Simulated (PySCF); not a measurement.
# Geometry relaxation, with input and output: C3H9AlO (part 2 of 2)

Continued. System: C3H9AlO, SMILES C[CH2][AlH][O]C. Method: PBE0-D3(BJ)/def2-SVP geometry optimisation, gas phase (PySCF 2.14.0). 

Trajectory as extended XYZ, continued:
```
14
Properties=species:S:1:pos:R:3:forces:R:3 step=15 energy=-11887.62157
C    -2.6867    0.2084   -0.1129   -0.0394  -0.0356   0.0167
C    -1.3177   -0.0821   -0.7254    0.0351  -0.0168  -0.0024
Al    0.2046    0.0987    0.4901   -0.0342  -0.0016   0.0004
O     1.7470   -0.2327   -0.1394   -0.0249  -0.0005  -0.0275
C     3.0903   -0.2233    0.1926    0.0662  -0.0171   0.0033
H    -3.4971    0.1782   -0.8600    0.0034   0.0053  -0.0060
H    -2.9481   -0.5256    0.6671    0.0113   0.0190   0.0074
H    -2.7264    1.2003    0.3660   -0.0098   0.0131  -0.0123
H    -1.2908   -1.0988   -1.1592   -0.0035   0.0074  -0.0051
H    -1.1239    0.5855   -1.5862   -0.0033   0.0088   0.0120
H     0.0766    0.5523    2.0126    0.0052   0.0104   0.0004
H     3.3727   -1.1079    0.7936   -0.0032  -0.0031  -0.0028
H     3.7114   -0.2404   -0.7207   -0.0031   0.0137   0.0109
H     3.3809    0.6721    0.7742    0.0003  -0.0030   0.0051
14
Properties=species:S:1:pos:R:3:forces:R:3 step=16 energy=-11887.62232
C    -2.6880    0.2078   -0.1114   -0.0200  -0.0111   0.0121
C    -1.3181   -0.0803   -0.7243    0.0211  -0.0124   0.0018
Al    0.2078    0.1008    0.4870   -0.0756   0.0079   0.0145
O     1.7480   -0.2325   -0.1450    0.0135  -0.0041  -0.0326
C     3.0907   -0.2256    0.1915    0.0609  -0.0291   0.0359
H    -3.4990    0.1662   -0.8572    0.0017  -0.0049  -0.0021
H    -2.9431   -0.5181    0.6780    0.0050   0.0104   0.0048
H    -2.7330    1.2053    0.3558   -0.0026   0.0059  -0.0103
H    -1.2906   -1.0967   -1.1588   -0.0012   0.0059  -0.0076
H    -1.1274    0.5887   -1.5847   -0.0007   0.0047   0.0060
H     0.0797    0.5564    2.0093    0.0138   0.0084  -0.0031
H     3.3715   -1.1160    0.7850   -0.0095  -0.0053  -0.0111
H     3.7158   -0.2338   -0.7187   -0.0044   0.0207  -0.0006
H     3.3788    0.6624    0.7857   -0.0021   0.0032  -0.0076
14
Properties=species:S:1:pos:R:3:forces:R:3 step=17 energy=-11887.62411
C    -2.6907    0.2067   -0.1056    0.0203   0.0372  -0.0065
C    -1.3197   -0.0738   -0.7225   -0.0091  -0.0035   0.0033
Al    0.2151    0.1091    0.4772   -0.1091   0.0220   0.0264
O     1.7513   -0.2322   -0.1622    0.0497  -0.0068  -0.0021
C     3.0911   -0.2346    0.1910    0.0371  -0.0481   0.0497
H    -3.5056    0.1215   -0.8435   -0.0034  -0.0204   0.0085
H    -2.9229   -0.4897    0.7160   -0.0082  -0.0103   0.0010
H    -2.7525    1.2223    0.3195    0.0089  -0.0076  -0.0013
H    -1.2899   -1.0892   -1.1590    0.0038  -0.0009  -0.0083
H    -1.1393    0.5982   -1.5825    0.0051  -0.0045  -0.0060
H     0.0908    0.5723    1.9982    0.0310   0.0038  -0.0088
H     3.3684   -1.1474    0.7518   -0.0247  -0.0037  -0.0212
H     3.7258   -0.2067   -0.7113    0.0091   0.0317  -0.0142
H     3.3710    0.6280    0.8254   -0.0106   0.0111  -0.0205
14
Properties=species:S:1:pos:R:3:forces:R:3 step=18 energy=-11887.62544
C    -2.6924    0.2065   -0.1011    0.0350   0.0480  -0.0162
C    -1.3211   -0.0681   -0.7209   -0.0211  -0.0005  -0.0034
Al    0.2194    0.1181    0.4704   -0.0812   0.0244   0.0152
O     1.7529   -0.2314   -0.1754    0.0456  -0.0060   0.0187
C     3.0904   -0.2431    0.1905    0.0013  -0.0464   0.0370
H    -3.5110    0.0788   -0.8287   -0.0048  -0.0188   0.0117
H    -2.9045   -0.4624    0.7483   -0.0122  -0.0182  -0.0009
H    -2.7697    1.2362    0.2854    0.0111  -0.0118   0.0063
H    -1.2878   -1.0831   -1.1582    0.0053  -0.0045  -0.0012
H    -1.1478    0.6046   -1.5819    0.0058  -0.0088  -0.0094
H     0.1063    0.5891    1.9899    0.0314   0.0023  -0.0080
H     3.3640   -1.1777    0.7160   -0.0181  -0.0023  -0.0198
H     3.7334   -0.1770   -0.7038    0.0083   0.0323  -0.0131
H     3.3609    0.5941    0.8619   -0.0065   0.0103  -0.0168
14
Properties=species:S:1:pos:R:3:forces:R:3 step=19 energy=-11887.62684
C    -2.6932    0.2077   -0.0969    0.0294   0.0315  -0.0135
C    -1.3226   -0.0629   -0.7196   -0.0192  -0.0007  -0.0131
Al    0.2220    0.1293    0.4646   -0.0198   0.0213  -0.0063
O     1.7526   -0.2312   -0.1874    0.0225  -0.0098   0.0400
C     3.0876   -0.2533    0.1906   -0.0306  -0.0212  -0.0096
H    -3.5161    0.0318   -0.8093   -0.0045  -0.0045   0.0067
H    -2.8842   -0.4294    0.7818   -0.0102  -0.0169  -0.0036
H    -2.7870    1.2509    0.2467    0.0075  -0.0088   0.0127
H    -1.2848   -1.0790   -1.1542    0.0046  -0.0064   0.0108
H    -1.1549    0.6071   -1.5838    0.0023  -0.0106  -0.0083
H     0.1296    0.6114    1.9814    0.0168   0.0033  -0.0035
H     3.3609   -1.2135    0.6666   -0.0065  -0.0022  -0.0098
H     3.7372   -0.1349   -0.6939    0.0085   0.0240  -0.0021
H     3.3459    0.5506    0.9060   -0.0010   0.0009  -0.0005
14
Properties=species:S:1:pos:R:3:forces:R:3 step=20 energy=-11887.62797
C    -2.6927    0.2113   -0.0937    0.0121   0.0046  -0.0021
C    -1.3245   -0.0617   -0.7194   -0.0092  -0.0032  -0.0144
Al    0.2231    0.1373    0.4590    0.0368   0.0177  -0.0234
O     1.7513   -0.2341   -0.1964   -0.0018  -0.0136   0.0424
C     3.0839   -0.2611    0.1907   -0.0450   0.0067  -0.0425
H    -3.5200    0.0045   -0.7925   -0.0022   0.0113  -0.0027
H    -2.8705   -0.4032    0.8041   -0.0045  -0.0098  -0.0068
H    -2.7943    1.2625    0.2213    0.0023  -0.0029   0.0142
H    -1.2851   -1.0809   -1.1468    0.0019  -0.0061   0.0188
H    -1.1592    0.6016   -1.5892   -0.0027  -0.0097  -0.0057
H     0.1528    0.6311    1.9726   -0.0041   0.0057   0.0011
H     3.3612   -1.2414    0.6202    0.0066  -0.0045  -0.0006
H     3.7386   -0.0925   -0.6823    0.0049   0.0135   0.0080
H     3.3284    0.5110    0.9448    0.0050  -0.0094   0.0137
14
Properties=species:S:1:pos:R:3:forces:R:3 step=21 energy=-11887.62968
C    -2.6906    0.2208   -0.0888   -0.0175  -0.0314   0.0188
C    -1.3280   -0.0645   -0.7192    0.0083  -0.0082  -0.0070
Al    0.2251    0.1472    0.4486    0.1046   0.0134  -0.0427
O     1.7487   -0.2437   -0.2099   -0.0340  -0.0204   0.0382
C     3.0772   -0.2728    0.1909   -0.0454   0.0470  -0.0753
H    -3.5256   -0.0211   -0.7669    0.0018   0.0313  -0.0175
H    -2.8540   -0.3620    0.8331    0.0039   0.0013  -0.0120
H    -2.7964    1.2817    0.1887   -0.0047   0.0055   0.0135
H    -1.2903   -1.0916   -1.1280   -0.0026  -0.0040   0.0246
H    -1.1651    0.5823   -1.6018   -0.0097  -0.0078  -0.0031
H     0.1893    0.6636    1.9552   -0.0354   0.0091   0.0072
H     3.3705   -1.2806    0.5366    0.0189  -0.0088   0.0081
H     3.7374   -0.0134   -0.6562    0.0022  -0.0035   0.0186
H     3.2950    0.4389    1.0100    0.0095  -0.0235   0.0286
14
Properties=species:S:1:pos:R:3:forces:R:3 step=22 energy=-11887.63213
C    -2.6867    0.2399   -0.0826   -0.0519  -0.0659   0.0443
C    -1.3338   -0.0749   -0.7179    0.0284  -0.0148   0.0127
Al    0.2288    0.1570    0.4325    0.1696   0.0061  -0.0605
O     1.7450   -0.2653   -0.2275   -0.0697  -0.0263   0.0196
C     3.0680   -0.2894    0.1903   -0.0307   0.1034  -0.0754
H    -3.5329   -0.0323   -0.7349    0.0070   0.0490  -0.0346
H    -2.8386   -0.3035    0.8656    0.0137   0.0131  -0.0180
H    -2.7869    1.3114    0.1515   -0.0113   0.0141   0.0099
H    -1.3046   -1.1161   -1.0905   -0.0084  -0.0001   0.0250
H    -1.1721    0.5401   -1.6227   -0.0176  -0.0046  -0.0018
H     0.2378    0.7098    1.9260   -0.0716   0.0115   0.0149
H     3.4000   -1.3217    0.3999    0.0290  -0.0116   0.0077
H     3.7273    0.1157   -0.5993    0.0006  -0.0345   0.0184
H     3.2418    0.3141    1.1020    0.0129  -0.0394   0.0377
14
Properties=species:S:1:pos:R:3:forces:R:3 step=23 energy=-11887.63565
C    -2.6840    0.2553   -0.0817   -0.0655  -0.0714   0.0477
C    -1.3376   -0.0915   -0.7135    0.0348  -0.0175   0.0330
Al    0.2294    0.1564    0.4277    0.1714  -0.0015  -0.0528
O     1.7424   -0.2832   -0.2275   -0.0800  -0.0171  -0.0167
C     3.0657   -0.2929    0.1865   -0.0065   0.1131  -0.0192
H    -3.5355    0.0013   -0.7345    0.0107   0.0470  -0.0364
H    -2.8492   -0.2851    0.8662    0.0190   0.0178  -0.0171
H    -2.7613    1.3286    0.1529   -0.0119   0.0155   0.0025
H    -1.3205   -1.1441   -1.0533   -0.0118   0.0030   0.0146
H    -1.1717    0.4945   -1.6364   -0.0187  -0.0004  -0.0012
H     0.2514    0.7327    1.9121   -0.0803   0.0120   0.0142
H     3.4332   -1.3267    0.3120    0.0318  -0.0116  -0.0012
H     3.7111    0.2004   -0.5638   -0.0051  -0.0483   0.0037
H     3.2197    0.2389    1.1457    0.0121  -0.0406   0.0288
14
Properties=species:S:1:pos:R:3:forces:R:3 step=24 energy=-11887.64089
C    -2.6808    0.2717   -0.0842   -0.0528  -0.0316   0.0250
C    -1.3409   -0.1216   -0.7030    0.0291  -0.0185   0.0454
Al    0.2299    0.1460    0.4300    0.0671  -0.0079  -0.0124
O     1.7418   -0.3028   -0.2144   -0.0532   0.0141  -0.0434
C     3.0697   -0.2828    0.1796    0.0627   0.0228   0.0464
H    -3.5284    0.0961   -0.7674    0.0098   0.0165  -0.0134
H    -2.8930   -0.3010    0.8340    0.0123   0.0148  -0.0046
H    -2.7087    1.3365    0.1981   -0.0081   0.0083  -0.0069
H    -1.3465   -1.1867   -1.0014   -0.0076   0.0066  -0.0126
H    -1.1665    0.4274   -1.6468   -0.0061   0.0023  -0.0018
H     0.2278    0.7450    1.9067   -0.0450   0.0096  -0.0002
H     3.4764   -1.3079    0.2465    0.0118  -0.0081  -0.0105
H     3.6898    0.2672   -0.5517   -0.0152  -0.0161  -0.0068
H     3.2223    0.1977    1.1663   -0.0049  -0.0126  -0.0040
14
Properties=species:S:1:pos:R:3:forces:R:3 step=25 energy=-11887.64221
C    -2.6829    0.2724   -0.0821   -0.0134   0.0008   0.0031
C    -1.3410   -0.1278   -0.6944    0.0066  -0.0093   0.0314
Al    0.2330    0.1493    0.4321    0.0105  -0.0042   0.0021
O     1.7434   -0.3028   -0.2113   -0.0233   0.0052  -0.0304
C     3.0744   -0.2830    0.1737    0.0448   0.0100   0.0518
H    -3.5275    0.0875   -0.7664    0.0023   0.0004  -0.0010
H    -2.8950   -0.2849    0.8451    0.0011   0.0017  -0.0008
H    -2.7131    1.3421    0.1822    0.0004   0.0000  -0.0010
H    -1.3489   -1.1953   -0.9838   -0.0032   0.0033  -0.0115
H    -1.1686    0.4122   -1.6438    0.0000  -0.0022  -0.0044
H     0.2148    0.7582    1.9050   -0.0158   0.0043  -0.0028
H     3.4968   -1.3043    0.1893   -0.0071   0.0033  -0.0215
H     3.6799    0.3106   -0.5348    0.0010  -0.0127  -0.0097
H     3.2276    0.1506    1.1816   -0.0040  -0.0006  -0.0054
14
Properties=species:S:1:pos:R:3:forces:R:3 step=26 energy=-11887.64250
C    -2.6851    0.2686   -0.0792    0.0096   0.0121  -0.0076
C    -1.3408   -0.1293   -0.6893   -0.0061  -0.0063   0.0104
Al    0.2340    0.1510    0.4351   -0.0092  -0.0020   0.0041
O     1.7452   -0.2958   -0.2100    0.0026   0.0191  -0.0066
C     3.0787   -0.2795    0.1695    0.0139  -0.0227   0.0195
H    -3.5272    0.0802   -0.7654   -0.0019  -0.0053   0.0040
H    -2.8967   -0.2857    0.8496   -0.0027  -0.0043   0.0014
H    -2.7186    1.3393    0.1809    0.0032  -0.0025   0.0023
H    -1.3477   -1.1960   -0.9817   -0.0014   0.0000  -0.0048
H    -1.1698    0.4118   -1.6385    0.0020  -0.0018  -0.0029
H     0.2023    0.7609    1.9074    0.0043   0.0018  -0.0018
H     3.4974   -1.3023    0.1785   -0.0045   0.0003  -0.0066
H     3.6830    0.3112   -0.5423   -0.0042   0.0065  -0.0040
H     3.2383    0.1504    1.1778   -0.0056   0.0051  -0.0074
```

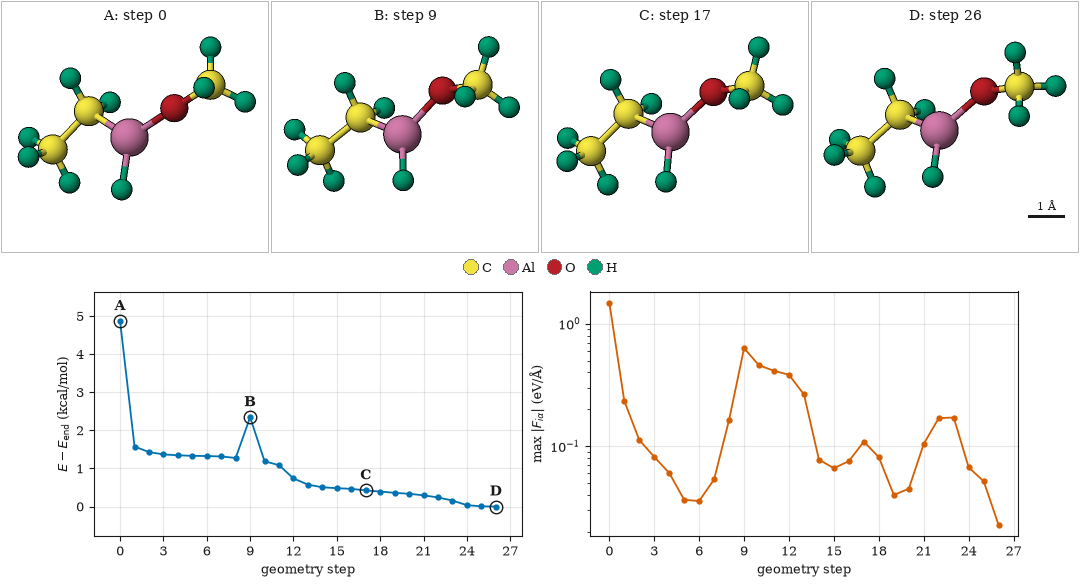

Figure 1. Frames of the relaxation (ball-and-stick view, seen at a tilt) above the curves, on which the letters mark them (steps are counted from 0).

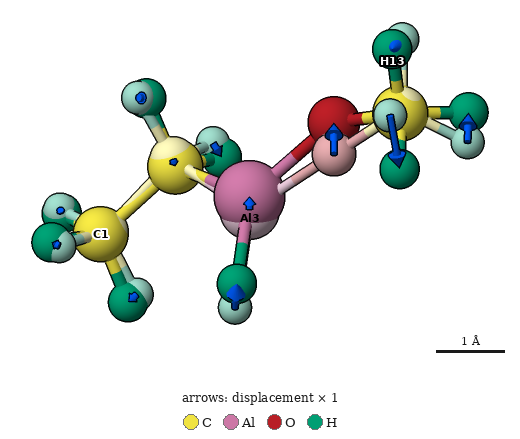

Figure 2. Start (faint) and end (solid) with the displacements as blue arrows, at true length (ball-and-stick view, seen at a tilt). The two geometries are laid on each other by the best rigid fit. Over 26 geometry steps the energy falls by 4.87 kcal/mol. Largest force component: 1.5 eV/Å at the start, 0.023 eV/Å at the end. The atom that moves furthest after the best rigid fit is H14 (0.89 Å). By element the largest moves are H 0.89 Å, O 0.59 Å, Al 0.20 Å, C 0.11 Å. Among the contacts that change: Al3–H11 1.548 → 1.594 Å, C2–Al3 1.993 → 1.955 Å, C1–H7 1.074 → 1.102 Å, C2–H9 1.082 → 1.106 Å. Among the angles that change: Al3–O4–C5 179.7° → 138.3°, C2–Al3–O4 126.5° → 117.3°, C1–C2–Al3 107.8° → 116.2°. (Atoms are counted from 1 in the order of the input.)

The run was set up as follows.

Input:
```
{"job": {"xc": "PBE0", "basis": "def2-SVP", "d3": "d3bj", "grid": 1, "shake": 0.01, "kind": "geom"}, "charge": 0, "multiplicity": 1}
C     -2.629420     0.049710    -0.157460
C     -1.279350    -0.156680    -0.802580
Al     0.110600     0.095540     0.603020
O      1.794310     0.020050     0.383990
C      3.146250    -0.047410     0.210860
H     -3.461460    -0.086760    -0.877200
H     -2.786570    -0.599490     0.683250
H     -2.717230     1.099160     0.210770
H     -1.245490    -1.152320    -1.223630
H     -1.153750     0.529970    -1.640860
H     -0.305090     0.389170     2.065350
H      3.556460    -0.909910     0.752630
H      3.367830    -0.110900    -0.849000
H      3.595760     0.864790     0.633110
```

The first line tells a small driver script what to run in PySCF; the rest is the geometry in Å.

Launch command:
```bash
OMP_NUM_THREADS=1 python <driver script> task.json out
```

Key numbers:

```csv
quantity,value
outcome,converged
total energy,−436.862808 hartree
dipole moment,0.16 D
point group,C1
hardware,"1 CPU thread, shared host"
wall time,2.1 min
peak memory,0.5 GiB
```
